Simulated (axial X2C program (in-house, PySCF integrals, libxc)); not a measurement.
# PbSe⁺: relativistic diatomic calculation

PbSe⁺, single determinant with Ω = 3/2. Computed at this level: HF, two-component X2C with atomic mean-field Coulomb and Gaunt terms, Pb dyall-cv3z, Se dyall-cv3z (cores contracted) (axial X2C program (in-house, PySCF integrals, libxc)).

**Input file**
```
{"zs": [82, 34], "q": 1, "bas": ["dyall-cv3z", "dyall-cv3z"], "levels": ["PBE0", "HF", "B97-3"], "cc": true, "r0": 2.42, "thr": -1.0, "nmax": 90, "npts": 10, "nst": 2, "ntry": 6}
```

The line is the task of a batch: nuclear charges, charge, bases, the levels to run, a first guess of the distance and further settings. This report covers HF with spin-orbit coupling. The log is that of the reference distance 2.581 Å.

Hardware: 1 thread of INTEL XEON PLATINUM @ 2.30GHz (Emerald Rapids), 24 GiB of memory available, shared host.

The run was one of a batch that the task file lists, launched with:
```bash
python <driver script> task.json out
```

**Log**
```
two-component X2C + atomic mean field  HF
basis functions 264  fitting functions 1448  grid points 5802
iter        total energy     max residual
   1     -23313.212284962     1.04e+00
   2     -23313.260062628     1.48e-02
   3     -23313.261651124     3.77e-02
   4     -23313.262070384     6.48e-03
   5     -23313.262170066     3.85e-03
   6     -23313.262259173     7.43e-03
   7     -23313.262319239     3.70e-03
   8     -23313.262428226     2.76e-03
   9     -23313.262559161     7.66e-03
  10     -23313.262682003     7.93e-03
  11     -23313.262740254     3.40e-03
  12     -23313.262757600     5.43e-04
  13     -23313.262762979     1.28e-03
  14     -23313.262765831     7.24e-04
  15     -23313.262767351     1.49e-04
  16     -23313.262768104     3.65e-04
  17     -23313.262768465     2.60e-04
  18     -23313.262768597     4.43e-05
  19     -23313.262768630     3.41e-05
  20     -23313.262768637     2.83e-05
  21     -23313.262768639     5.91e-06
  22     -23313.262768640     4.04e-06
  23     -23313.262768640     3.45e-06
  24     -23313.262768640     9.42e-07
converged
one-electron -33049.65795118  Coulomb 9661.74483804  exact exchange -475.87888237  xc functional 0.00000000  nuclear repulsion 571.61800234  atomic mean-field constant -21.08877547
correlated 9  virtual 279  natural virtual 90  E(MP2) -0.169009352  MP2 remainder -0.005051443
iter   CCSD correlation   residual
   1     -0.181749185   1.18e-01
   2     -0.189237213   5.58e-02
   3     -0.190926668   3.00e-02
   4     -0.191971907   1.93e-02
   5     -0.192357239   7.91e-03
   6     -0.192450787   2.91e-03
   7     -0.192486998   1.26e-03
   8     -0.192485912   5.69e-04
   9     -0.192486106   2.56e-04
  10     -0.192487409   1.09e-04
  11     -0.192488330   5.01e-05
  12     -0.192488436   2.29e-05
  13     -0.192488518   1.21e-05
  14     -0.192488626   6.49e-06
  15     -0.192488770   3.63e-06
  16     -0.192488832   1.72e-06
  17     -0.192488873   9.67e-07
  18     -0.192488890   5.12e-07
(T) -0.008981284737014787  T1 0.0652  D1 0.1458  max T2 0.071
```

**The points of the curve**

| R (Å) | E (hartree) | dipole (D; origin at the first atom, positive when the second is positive) | highest filled (eV) | lowest empty (eV) |
| --- | --- | --- | --- | --- |
| 2.426 | −23313.256971 | 1.95 | −14.81 | −6.57 |
| 2.504 | −23313.261247 | 1.83 | −14.46 | −6.42 |
| 2.581 | −23313.262769 | 2.05 | −14.10 | −6.30 |
| 2.671 | −23313.263425 | 2.80 | −13.79 | −6.20 |
| 2.762 | −23313.264063 | 3.31 | −13.63 | −6.07 |

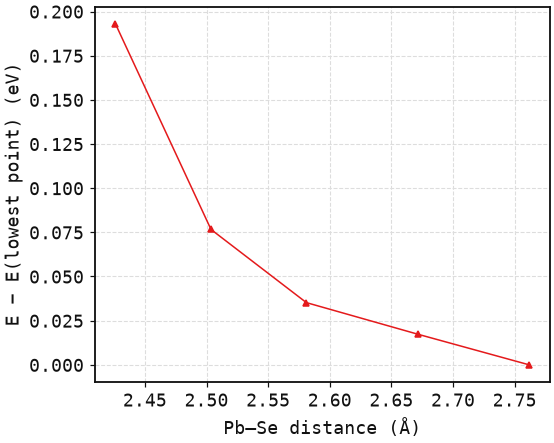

Figure 1. Energy at 5 bond lengths, for one set of occupations held fixed; the line joins the points. The lowest point is at 2.76 Å, the end of the range, so no minimum is bracketed. The lowest point lies 0.47 eV below Pb⁺ + Se.

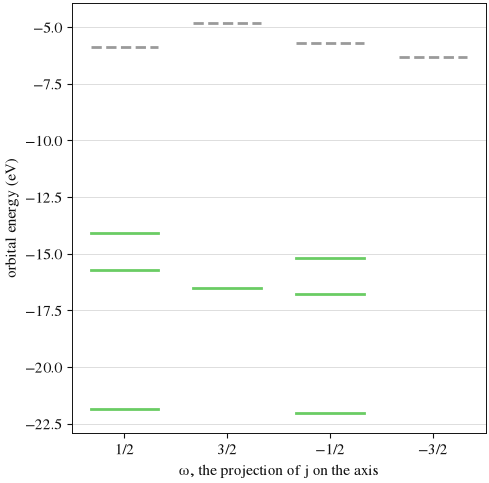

Figure 2. Orbital energies near the frontier at 2.58 Å, filled (solid) and empty (dashed). The highest filled spinor (1/2; 53 % Se p, 42 % Pb p) lies at −14.10 eV, the lowest empty one (−3/2; 52 % Pb p, 45 % Se p) at −6.30 eV.

**Key numbers**

- outcome: converged
- wall time: 13 s
- peak memory: 0.73 GiB

**Remarks**

Hartree–Fock lacks correlation, so it usually binds too weakly. To bear in mind: 5 of the 10 points asked for were kept.
